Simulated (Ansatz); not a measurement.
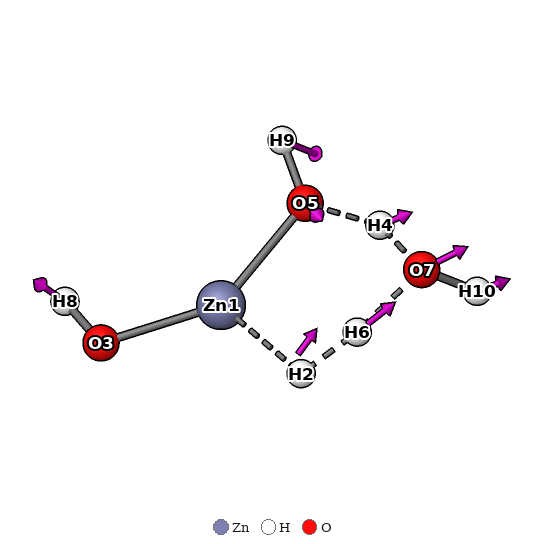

The arrows show one normal mode. Broken sticks mark bonds that form or break. Harmonic vibrations computed with RKS PBE0-D4/def2-TZVP (Ansatz 0.2.0) at a stationary point of the same level. It is a saddle point of order 1.

At what wavenumber does it lie?

Answer. 209 cm⁻¹; it is mode 4 of 24 counted from the lowest.
